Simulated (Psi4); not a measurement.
# BP86/def2-QZVP (density fitting, core potential, sweep point 5) run of SnTe (SMILES [Sn][Te])

Aim: the energy change on altering one bond length of SnTe at BP86/def2-QZVP (density fitting, core potential, sweep point 5), from 2 runs. 

The results are computed with Psi4 1.11.

## Step 1: The molecule

SnTe: 2 atoms, total charge 0, spin state singlet. As SMILES, `[Sn][Te]`. Geometry: a GFN2-xTB relaxation, a rough one for these elements and not checked as a minimum.

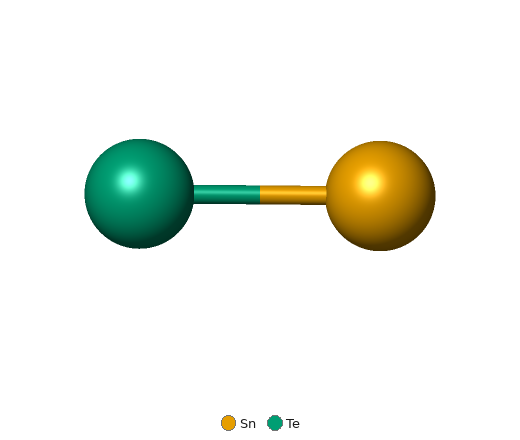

The structure, seen from a chosen angle (tin amber, tellurium teal).

## Step 2: A single-point energy at BP86/def2-QZVP (density fitting, core potential, sweep point 5)

calc.dat

```
memory 1600 MB

molecule molecule1 {
  Sn     0.000000     0.000000     0.000000
  Te     0.000000     0.000000     2.536770
  symmetry c1
}

set {
  basis def2-QZVP
  reference rks
  puream true
  scf_type df
  dft_radial_points 99
  dft_spherical_points 590
}

result, w = energy('bp86', return_wfn=True)
print_variables()
```

The run is started by

```
psi4 calc.dat calc.out -n 1
```

calc.out, shortened:

```text
[...]
    !!!  WARNING: ECP capability is in beta. Please check occupations closely.  !!!
[...]
  Running in c1 symmetry.
[...]
  Nuclear repulsion =  110.142254612660977
[...]
  Multiplicity = 1
[...]
  Nalpha       = 23
  Nbeta        = 23
[...]
    Number of basis functions: 164
[...]
   @DF-RKS iter   1:  -481.45324330081138   -1.43052e+00   9.47067e-03 ADIIS/DIIS
[...]
   @DF-RKS iter  13:  -482.64406467914699   -8.01725e-09   4.17155e-07 DIIS
[...]
    Orbital Energies [Eh]
    ---------------------
    Doubly Occupied:
       1A     -6.026983     2A     -4.914637     3A     -4.198535
       4A     -4.198535     5A     -4.198467     6A     -3.296232
       7A     -3.296232     8A     -3.288884     9A     -1.481924
      10A     -1.480575    11A     -1.480575    12A     -1.480310
      13A     -1.480310    14A     -0.958238    15A     -0.958238
      16A     -0.953657    17A     -0.952514    18A     -0.952514
      19A     -0.558652    20A     -0.399585    21A     -0.226971
      22A     -0.217870    23A     -0.217870
[...]
  @DF-RKS Final Energy:  -482.64406467914699
   => Energetics <=
    Nuclear Repulsion Energy =            110.1422546126609774
    One-Electron Energy =               -1063.8507934064032270
    Two-Electron Energy =                 510.1231320623182910
    DFT Exchange-Correlation Energy =     -39.0586579477229989
    Empirical Dispersion Energy =           0.0000000000000000
    VV10 Nonlocal Energy =                  0.0000000000000000
    Total Energy =                       -482.6440646791469931
[...]
 Multipole Moments:
 ------------------------------------------------------------------------------------
     Multipole            Electronic (a.u.)      Nuclear  (a.u.)        Total (a.u.)
 ------------------------------------------------------------------------------------
 L = 1.  Multiply by 2.5417464519 to convert [e a0] to [Debye]
 Dipole X            :         -0.0000011            0.0000000           -0.0000011
 Dipole Y            :         -0.0000001            0.0000000           -0.0000001
 Dipole Z            :         -1.2495007            0.3783470           -0.8711536
 Magnitude           :                                                    0.8711536
[...]
```

It took 12 s on 1 thread of AMD EPYC 7B13 (Zen 3), shared host; peak memory 0.74 GiB.

## Step 3: The distorted shape, same level

snte.in

```
memory 1600 MB

molecule molecule1 {
  0 1
  Sn     0.000000     0.000000    -0.507330
  Te     0.000000     0.000000     2.536770
  units angstrom
  symmetry c1
}

set globals {
  puream               true
  scf_type             df
  dft_radial_points    99
  dft_spherical_points 590
}

e_tot, wfn = energy('bp86/def2-QZVP', return_wfn=True)
```

The run is started by

```
psi4 snte.in snte.out -n 1
```

snte.out, shortened:

```text
[...]
    !!!  WARNING: ECP capability is in beta. Please check occupations closely.  !!!
[...]
  Running in c1 symmetry.
[...]
  Nuclear repulsion =   91.785935821346200
[...]
  Multiplicity = 1
[...]
  Nalpha       = 23
  Nbeta        = 23
[...]
    Number of basis functions: 164
[...]
   @DF-RKS iter   1:  -481.31775739800452   -1.45090e+00   8.95331e-03 DIIS/ADIIS
[...]
   @DF-RKS iter  15:  -482.60783788729424   -4.69290e-08   3.86771e-07 DIIS
[...]
    Orbital Energies [Eh]
    ---------------------
    Doubly Occupied:
       1A     -6.022248     2A     -4.935497     3A     -4.194568
       4A     -4.193118     5A     -4.193118     6A     -3.316605
       7A     -3.316605     8A     -3.310150     9A     -1.475912
      10A     -1.475336    11A     -1.475336    12A     -1.474225
      13A     -1.474224    14A     -0.977967    15A     -0.977966
      16A     -0.972208    17A     -0.972208    18A     -0.970754
      19A     -0.528904    20A     -0.417308    21A     -0.222213
      22A     -0.197293    23A     -0.197293
[...]
  @DF-RKS Final Energy:  -482.60783788729424
   => Energetics <=
    Nuclear Repulsion Energy =             91.7859358213462002
    One-Electron Energy =               -1026.9806186600139881
    Two-Electron Energy =                 491.5521661840238608
    DFT Exchange-Correlation Energy =     -38.9653212326503464
    Empirical Dispersion Energy =           0.0000000000000000
    VV10 Nonlocal Energy =                  0.0000000000000000
    Total Energy =                       -482.6078378872942380
[...]
 Multipole Moments:
 ------------------------------------------------------------------------------------
     Multipole            Electronic (a.u.)      Nuclear  (a.u.)        Total (a.u.)
 ------------------------------------------------------------------------------------
 L = 1.  Multiply by 2.5417464519 to convert [e a0] to [Debye]
 Dipole X            :          0.0000353            0.0000000            0.0000353
 Dipole Y            :         -0.0000614            0.0000000           -0.0000614
 Dipole Z            :         -1.9458550            0.4540129           -1.4918421
 Magnitude           :                                                    1.4918421
[...]
```

It took 12 s on 1 thread of AMD EPYC 7B13 (Zen 3), shared host; peak memory 0.73 GiB.

## Step 4: Summary of results

At BP86/def2-QZVP (density fitting, core potential, sweep point 5):

```
                                                           quantity          value
                                          first shape: total energy  -482.64406 Eh
                                         first shape: dipole moment         2.21 D
                                           first shape: HOMO energy       -5.93 eV
                                           first shape: LUMO energy       -3.42 eV
                                         first shape: HOMO–LUMO gap        2.51 eV
                                      distorted shape: total energy  -482.60784 Eh
                                     distorted shape: dipole moment         3.79 D
                                       distorted shape: HOMO energy       -5.37 eV
                                       distorted shape: LUMO energy       -4.03 eV
                                     distorted shape: HOMO–LUMO gap        1.33 eV
energy change with the Sn1–Te2 bond stretched from 2.537 to 3.044 Å       0.986 eV
```

With the Sn1–Te2 bond stretched from 2.537 to 3.044 Å the energy rises by 0.99 eV (95.1 kJ/mol). The first shape isn't relaxed at this level, so the change isn't measured from a minimum.
